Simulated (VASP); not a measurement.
Band structure of InP (zinc blende). All values below come from revPBE GGA, VASP's PBE PAW potentials (set 64) (plane waves; VASP).

Unless said otherwise, spin-orbit coupling is left out, though it shifts the bands of the heavy elements here.

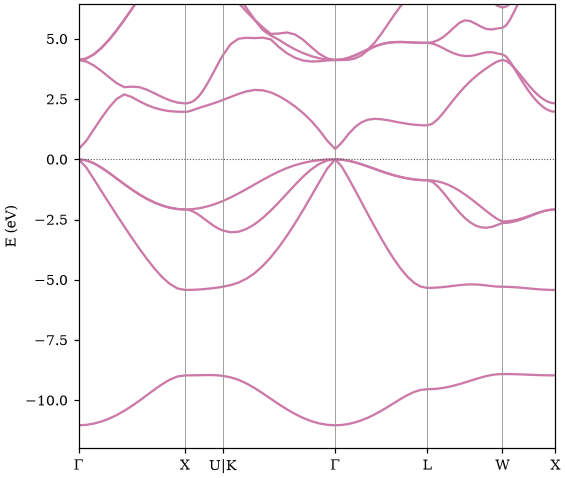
Fig. 1. Bands along high-symmetry lines, zero at the valence-band maximum or, without a gap, the Fermi level

### Question
Read the plot: is there a gap, and where are the band edges?

### Answer
The gap is direct, 0.43 eV, from the valence maximum at Γ to the conduction minimum at Γ. (Edges off the drawn lines would not show.)

Measured: gap 1.47 eV (computed value off by -1.04 eV), as given by Wei Chen et al., Physical Review Materials (2018), doi:10.1103/physrevmaterials.2.073803 [zero-point renormalisation of 0.05 eV added back (the table's ZPR column)].

The compound is InP in the zinc blende structure. It was relaxed first, which changed the volume by +7 %.
